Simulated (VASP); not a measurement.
Band structure of PbI2 (relaxed from the fluorite structure, space group Fm-3m). Computed with PBEsol GGA, VASP's PBE PAW potentials (set 64) (plane waves; VASP 6.6.1).

Unless said otherwise, spin-orbit coupling is left out, though it shifts the bands of the heavy elements here.

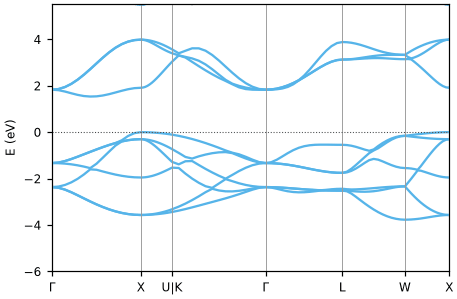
Figure: Bands along high-symmetry lines, zero at the valence-band maximum or, without a gap, the Fermi level

**Question.** Read the plot: is there a gap, and where are the band edges?

**Answer.** The gap is indirect, 1.53 eV, from the valence maximum at X to the conduction minimum at Γ-X at 0.43. (Edges off the drawn lines would not show.)

The structure was generated: PbI2 was put into the fluorite type (Fm-3m), which need not be its known phase. It was relaxed first.
